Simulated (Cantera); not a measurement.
Charge: 1 mol CH4, 0.31 mol H2O, 0.85 mol N2, held at 46.0 Pa.

These are equilibrium values from Cantera (NASA tables, ideal gas, pure condensed phases), not measurements of a reactor. Candidate condensed phases: C, C6H6, C7H8, C8H18, H2O; 136 gas species. The numbers say what is thermodynamically allowed, not how fast it happens.

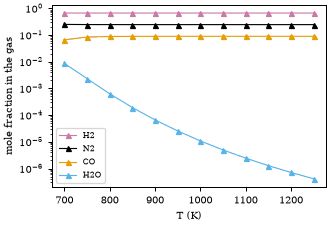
Fig. 1. Equilibrium gas composition (values under 1e-9 drawn at 1e-9)

From 700 K to 1250 K the condensed part is C(graphite). The main C-bearing gas is CO throughout.
